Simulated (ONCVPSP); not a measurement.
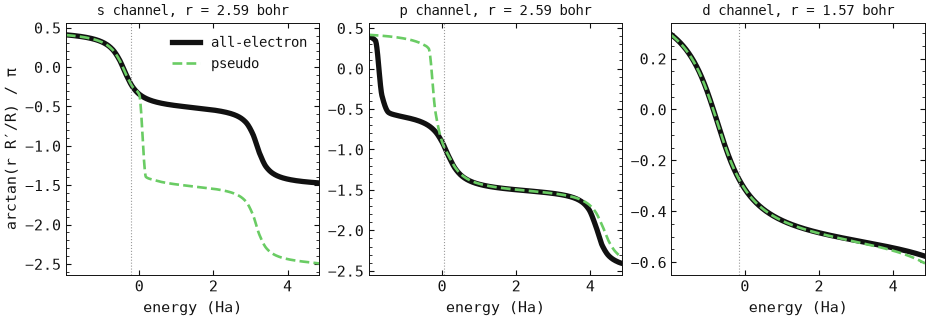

Unwrapped phase arctan(r R′/R) in units of π against energy, all-electron (solid) and pseudo (dashed); the pseudo phase is matched to the all-electron one at the reference energy. Here R(r) is the radial function. A near-vertical step is a level narrower than the spacing of the points behind the curves. The dotted line marks the reference energy of the channel.

```yaml
element: W (Z = 74)
generator: ONCVPSP 4.0.1
type: optimised norm-conserving Vanderbilt (ONCV)
functional: PBE
relativity: scalar-relativistic
frozen_core: [Xe] 4f14
valence_charge: 6
reference_configuration: 5d4 6s2
partial_waves: 6s: rc 2.55 bohr, ncon 3, nbas 6, qcut 2.6 1/bohr, 2 projectors, debl 2.3 Ha; p scattering state at 0.27 Ha: rc 2.55 bohr, ncon 4, nbas 9, qcut 3.8 1/bohr, 2 projectors, debl 2.8 Ha; 5d: rc 1.55 bohr, ncon 3, nbas 7, qcut 6.5 1/bohr, local
local_potential: the d channel
core_correction: polynomial model core, fcfact 0.6
```

In the p channel the program set the typed energies aside and used 0.050, 2.850 Ha.

Over which energies does the pseudo-atom scatter like the all-electron atom (phases within 0.05 rad)?

Answer. s: up to about 0.0 Ha; p: between about -0.0 and 3.7 Ha; d: up to about 4.4 Ha.

Does the potential have spurious states?

Answer. Going away from the reference energies, the phases part by more than π/2 in: s at about 0.1 Ha (above its reference energy, pseudo phase lower, at the flagged ghost); p at about -0.2 Ha (below its reference energy, pseudo phase higher, at the flagged ghost). Such a step is either a state that only one of the two atoms has or an ordinary level shifted in energy. The separate test gives: GHOST(-) flagged for p at -5.2 eV; GHOST(+) flagged for s at 1.12 eV (flags above 300 eV left out).
